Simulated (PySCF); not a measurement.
Excited-state calculation, with input and output: GeSiH₅F

System: GeSiH₅F, SMILES [F][GeH2][SiH3].
Method: TDDFT CAM-B3LYP/def2-SVPD, vertical, gas phase, core orbitals frozen in the response (PySCF 2.14.0).

The geometry comes from this level: PBE0-D3(BJ)/def2-SVP.

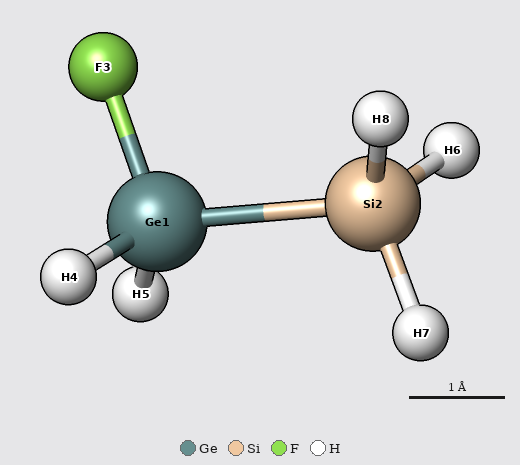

The structure (ball-and-stick view, seen at a tilt; atoms are numbered from 1 in the order of the input). Sticks mark near contacts. Bond lengths as drawn: F–Ge 1.75 Å, Ge–H 1.54 Å, Ge–Si 2.38 Å and H–Si 1.49 to 1.50 Å.

### Results in brief

| quantity | value |
| --- | --- |
| outcome | converged |
| total energy | −2469.045313 hartree |
| HOMO | −9.78 eV |
| LUMO | 0.27 eV |
| dipole moment | 2.40 D |
| mean polarisability | 62.07 a.u. |
| vertical ionisation energy | 10.73 eV |
| lowest singlet excitation | 6.49 eV |
| hardware | 1 CPU thread, shared host |
| wall time | 40 s |
| peak memory | 0.58 GiB |

### Notes

Spin–orbit coupling is left out, which matters for the heavy atoms.

### Input
```
{"job": {"kind": "uv", "xc": "CAM-B3LYP", "basis": "def2-SVPD", "nstates": 6, "ntriplets": 2, "ip": true}, "charge": 0, "multiplicity": 1}
Ge    -0.764842    -0.712671    -0.503661
Si     0.885582     0.716997     0.451472
F     -2.208771    -0.533178     0.472030
H     -0.396816    -2.207902    -0.443173
H     -1.173404    -0.319630    -1.936579
H      0.449852     2.139886     0.338870
H      2.167882     0.528177    -0.293955
H      1.086422     0.359281     1.886270
```

The first line tells a small driver script what to run in PySCF; the rest is the geometry in Å.

Run as:
```bash
OMP_NUM_THREADS=1 python <driver script> task.json out
```

### What the program printed
```
coarse grid: 31488 points
cycle   1  E = -2468.9695578177  dE = -7.813e-01  |g| = 6.733e-01  |ddm| = 2.744e+00
cycle   2  E = -2468.8966701757  dE =  7.289e-02  |g| = 9.963e-01  |ddm| = 1.220e+00
cycle   3  E = -2469.0443203023  dE = -1.477e-01  |g| = 8.072e-02  |ddm| = 6.622e-01
cycle   4  E = -2469.0451746631  dE = -8.544e-04  |g| = 2.750e-02  |ddm| = 9.339e-02
cycle   5  E = -2469.0452788866  dE = -1.042e-04  |g| = 3.315e-03  |ddm| = 3.180e-02
cycle   6  E = -2469.0452825824  dE = -3.696e-06  |g| = 5.145e-04  |ddm| = 8.545e-03
final grid: 63432 points
cycle   7  E = -2469.0453133891  dE = -1.766e-07  |g| = 2.937e-04  |ddm| = 1.909e-03
cycle   8  E = -2469.0453134074  dE = -1.833e-08  |g| = 2.179e-04  |ddm| = 7.177e-04
cycle   9  E = -2469.0453134165  dE = -9.157e-09  |g| = 7.132e-05  |ddm| = 2.322e-04
cycle  10  E = -2469.0453134175  dE = -9.500e-10  |g| = 1.380e-05  |ddm| = 6.396e-05
```

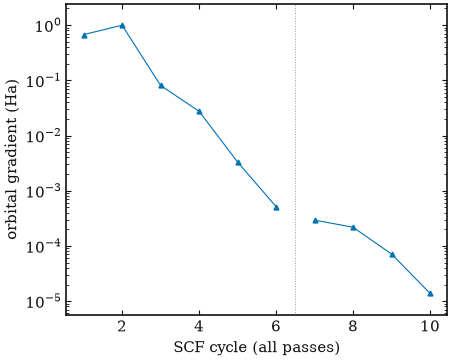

Convergence of the self-consistent field: orbital gradient against the SCF cycle. The dotted line marks the change from a coarse to the final integration grid. The first 6 cycles use a coarse grid, the final grid takes over at cycle 7, and the field converges after 10 cycles in all.

```
converged SCF energy = -2469.0453134175

Static polarisability (au): isotropic 62.074, principal 55.073 57.081 74.070

Singlet excitations
state   eV       nm        f      main configurations
  1   6.4914    191.0   0.00845   H->L 0.96
  2   7.4818    165.7   0.00006   H-1->L 0.90
  3   7.6131    162.9   0.04136   H->L+3 0.78
  4   7.6468    162.1   0.16433   H->L+1 0.66, H->L+2 0.17, H->L+3 0.11
  5   7.9827    155.3   0.38821   H->L+2 0.70, H->L+1 0.20
  6   8.3252    148.9   0.00886   H->L+4 0.91

Triplet excitations (Tamm-Dancoff, eV): 5.8209 6.7101
Vertical ionisation energy (delta-SCF) = 10.7335 eV
```

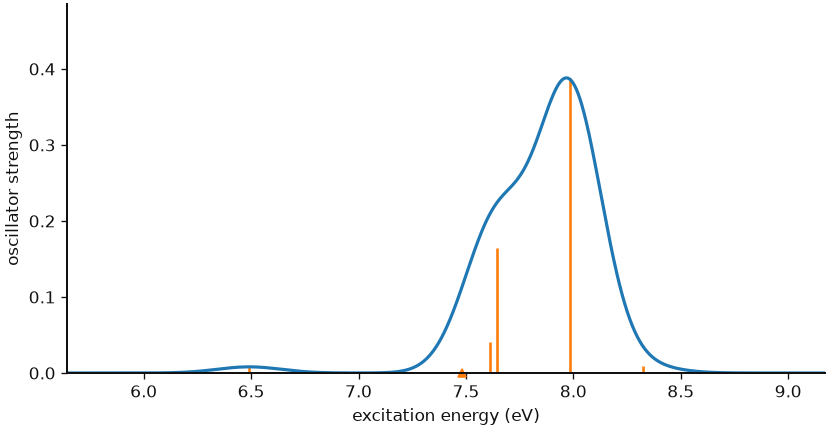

Computed excitations as sticks (degenerate states added up, dark ones marked on the axis), with a Gaussian envelope of 0.35 eV full width at half maximum, scaled to the tallest. Of the 6 states the lowest lies at 6.49 eV (f = 0.008); the strongest line is at 7.98 eV, or 155 nm (f = 0.388).

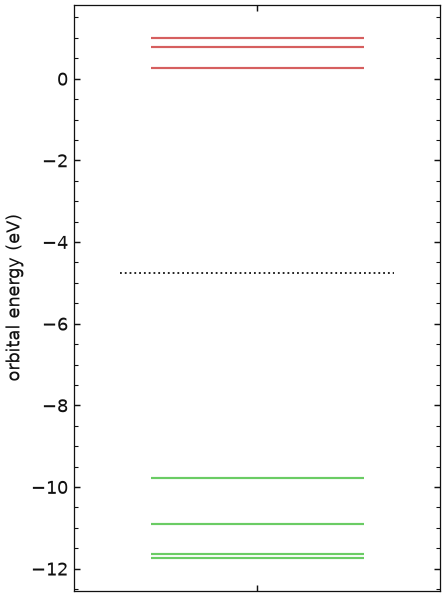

Orbital energies near the frontier; the dotted line parts filled from empty levels, and levels within 0.02 eV of each other stand side by side. Highest filled −9.78 eV, lowest empty 0.27 eV, 10.05 eV apart.
